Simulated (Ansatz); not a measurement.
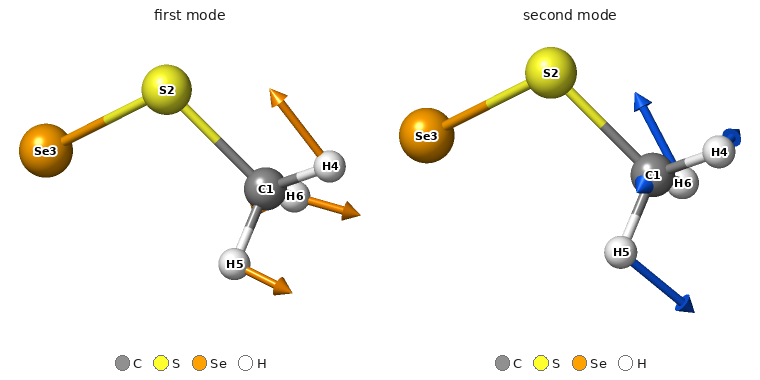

The system is CH3SSe, SMILES CS[Se-], charge −1; the picture shows the reference structure; its two panels give the patterns of the first and the second mode as arrows. 
- The first coordinate is: normal mode 5 (906 cm⁻¹); the second: normal mode 6 (906 cm⁻¹).
- Nothing is relaxed (straight displacements along the two mass-weighted modes).
- The grid has 15 × 15 points.
- Points are written as (first, second).
- Energies are in kcal/mol, from the lowest grid point.
- These are results of RKS PBE-D4/def2-SVPD in Ansatz 0.2.0, not measurements.

Its coordinates:

```yaml
atoms:
  - { symbol: C, position_ang: [-0.4070, 0.4181, -0.2100] }
  - { symbol: S, position_ang: [0.2742, -0.3511, 1.3044] }
  - { symbol: Se, position_ang: [1.7855, -1.8068, 0.4572] }
  - { symbol: H, position_ang: [-1.1729, 1.1649, 0.0937] }
  - { symbol: H, position_ang: [0.3957, 0.9240, -0.7851] }
  - { symbol: H, position_ang: [-0.8755, -0.3491, -0.8602] }
```

Range: normal mode 5 (906 cm⁻¹) from −0.63 to 0.63 amu½·Å; normal mode 6 (906 cm⁻¹) from −0.63 to 0.63 amu½·Å.

Q: What landscape does the calculation give?

A: The lowest grid point is at (0.00 amu½·Å, 0.00 amu½·Å). No other kind of well shows on this grid. The highest grid point, (−0.63 amu½·Å, −0.63 amu½·Å), lies 36.7 kcal/mol above the lowest.

```
normal mode 6 (906 cm⁻¹) ↓, normal mode 5 (906 cm⁻¹) →  −0.63  −0.54  −0.45  −0.36  −0.27  −0.18  −0.09  0.00  0.09  0.18  0.27  0.36  0.45  0.54  0.63
                                                  0.63   36.7   31.4   26.9   23.3   20.5   18.5   17.3  16.8  17.0  17.9  19.6  22.1  25.4  29.4  34.4
                                                  0.54   31.2   25.9   21.6   18.1   15.4   13.5   12.3  11.9  12.1  13.0  14.7  17.1  20.3  24.4  29.2
                                                  0.45   26.5   21.4   17.2   13.8   11.3    9.5    8.4   7.9   8.2   9.1  10.7  13.1  16.2  20.2  25.0
                                                  0.36   22.8   17.8   13.7   10.4    8.0    6.3    5.3   4.9   5.2   6.1   7.6   9.9  13.0  16.9  21.6
                                                  0.27   19.9   15.0   11.0    7.9    5.6    4.0    3.0   2.7   2.9   3.8   5.4   7.6  10.6  14.4  19.1
                                                  0.18   17.9   13.1    9.2    6.2    3.9    2.4    1.5   1.2   1.4   2.3   3.8   6.0   9.0  12.7  17.3
                                                  0.09   16.7   12.0    8.1    5.2    3.0    1.5    0.6   0.3   0.6   1.4   2.9   5.1   8.0  11.7  16.2
                                                  0.00   16.3   11.6    7.8    4.8    2.6    1.2    0.3   0.0   0.3   1.1   2.6   4.8   7.7  11.4  15.9
                                                 −0.09   16.7   12.0    8.1    5.2    3.0    1.5    0.6   0.3   0.6   1.4   2.9   5.1   8.0  11.7  16.2
                                                 −0.18   17.9   13.1    9.2    6.2    3.9    2.4    1.5   1.2   1.4   2.3   3.8   6.0   9.0  12.7  17.3
                                                 −0.27   19.9   15.0   11.0    7.9    5.6    4.0    3.0   2.7   2.9   3.8   5.4   7.6  10.6  14.4  19.1
                                                 −0.36   22.8   17.8   13.7   10.4    8.0    6.3    5.3   4.9   5.2   6.1   7.6   9.9  13.0  16.9  21.6
                                                 −0.45   26.5   21.4   17.2   13.8   11.3    9.5    8.4   7.9   8.2   9.1  10.7  13.1  16.2  20.2  25.0
                                                 −0.54   31.2   25.9   21.6   18.1   15.4   13.5   12.3  11.9  12.1  13.0  14.7  17.1  20.3  24.3  29.2
                                                 −0.63   36.7   31.4   26.9   23.3   20.6   18.6   17.3  16.8  17.0  17.9  19.6  22.1  25.3  29.4  34.4
```

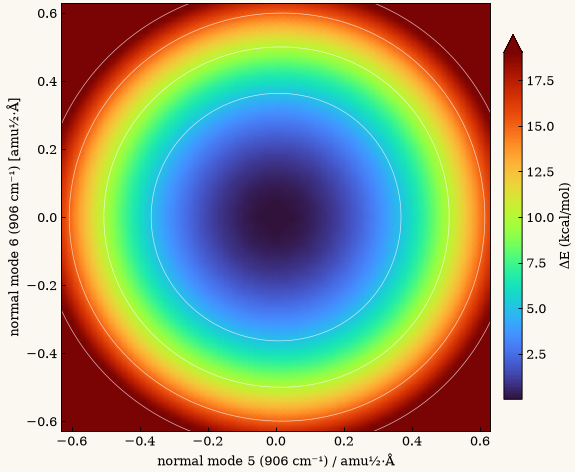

Drawn: a smooth colour map with a few white contour lines, one colour for all values above the top of the scale. Between grid points the surface is interpolated.

The whole map (225 points run) took 13 min on 1 thread of Arm Neoverse V2, with other jobs on the host.
